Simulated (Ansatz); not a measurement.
BClH$_{6}$Si

```
atom    x (Å)    y (Å)    z (Å)
   B  -1.1092   0.2059   0.2198
  Si   1.0287  -0.2908  -0.1946
   H  -0.9705  -0.5368  -0.7351
   H  -1.7640  -0.3101   1.0777
   H   0.0052   0.2280   0.9403
  Cl  -1.4676   1.9220  -0.2195
   H   1.0119  -1.7671  -0.2113
   H   1.0935   0.3672  -1.5116
   H   2.1721   0.1817   0.6343
```

The product side of a reaction path; geometry: PBE0-D4/def2-TZVP.

All numbers below come from Ansatz 0.2.0, RKS PBE0-D4/def2-TZVPP.

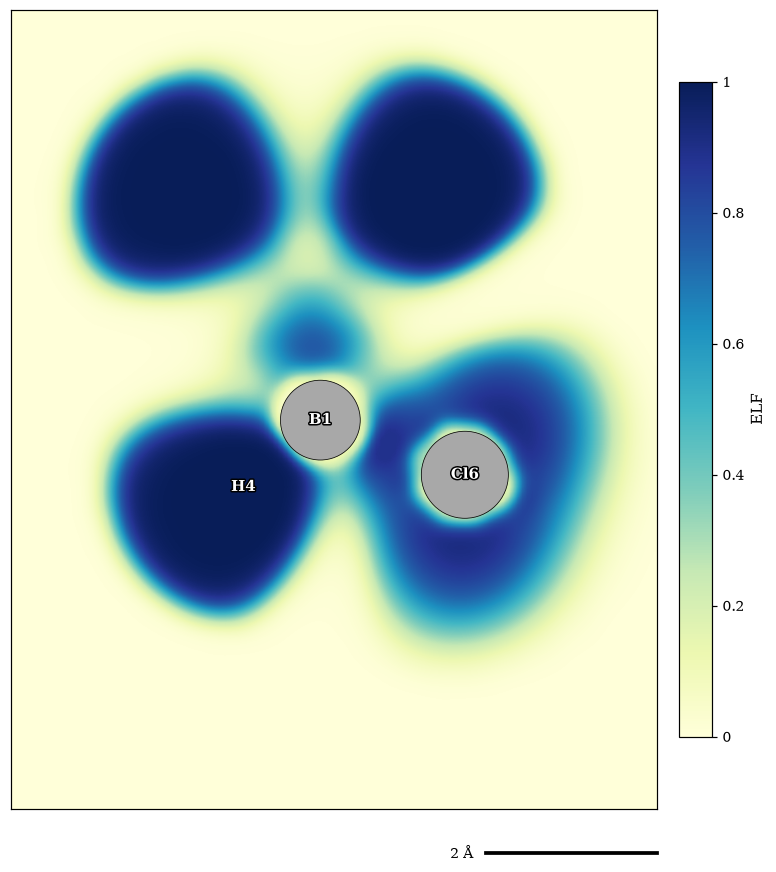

Figure 1. Electron localisation function on the plane of atoms H4, B1 and Cl6. Grey discs cover the atomic cores.

Interpret the plot.

The plane passes through B, H and Cl nuclei.
B–Cl (1.81 Å): the ELF peaks at about 0.90 between the atoms; a polar covalent bond.
B–H (1.20 Å): the ELF climbs to about 1 towards the hydrogen, as it does in any bond to H; a covalent bond by its length.
The ELF also peaks beside Cl6, away from the bonds: lone-pair regions.

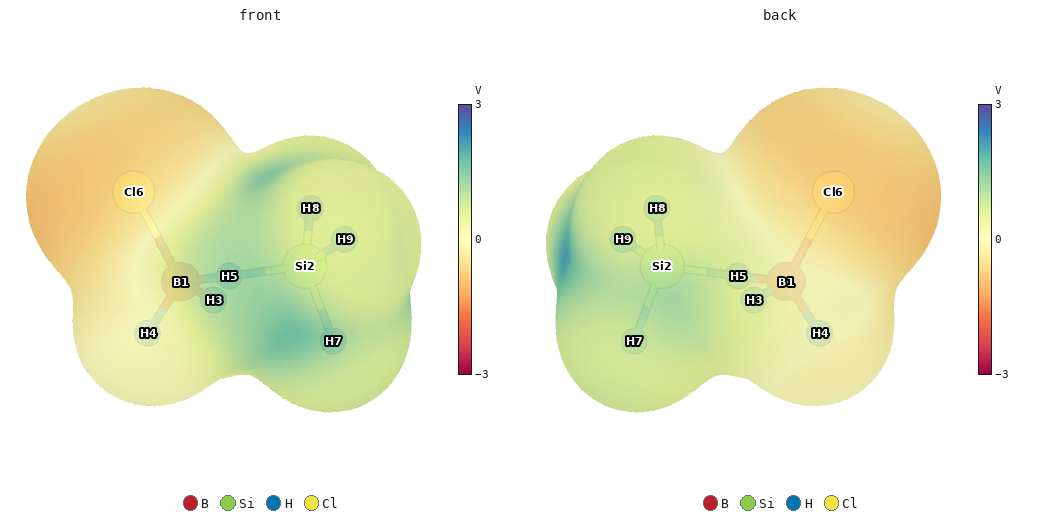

Figure 2. The molecular electrostatic potential painted on the density surface at 0.002 e/bohr³, seen from the front and from behind; red is negative and blue positive.

Where is the surface potential most negative and most positive?

The most negative region (about −0.9 V) lies over Cl6, the most positive (about +2.0 V) over Si2.

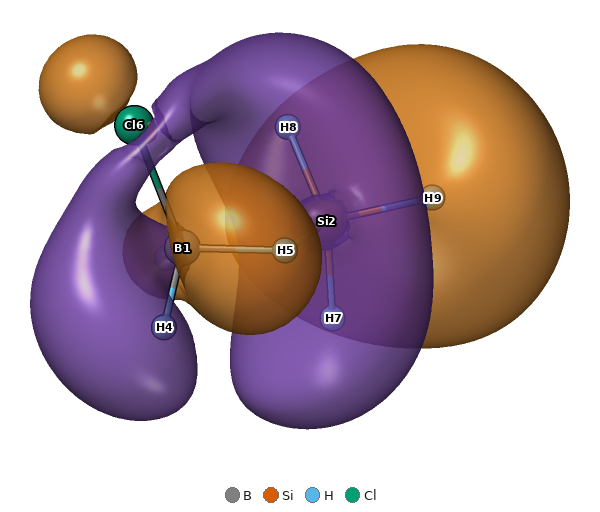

Figure 3. The LUMO at ±0.05 Å⁻³ᐟ² (orange and purple are the two phases), seen at a tilt.

Describe this orbital and give its energy.

Its weight (Hirshfeld) is mainly on Si2 (about 55 %), B1 (about 15 %), H9 (about 5 %), H5 (about 5 %) and H7 (about 5 %). Its energy is −0.58 eV.
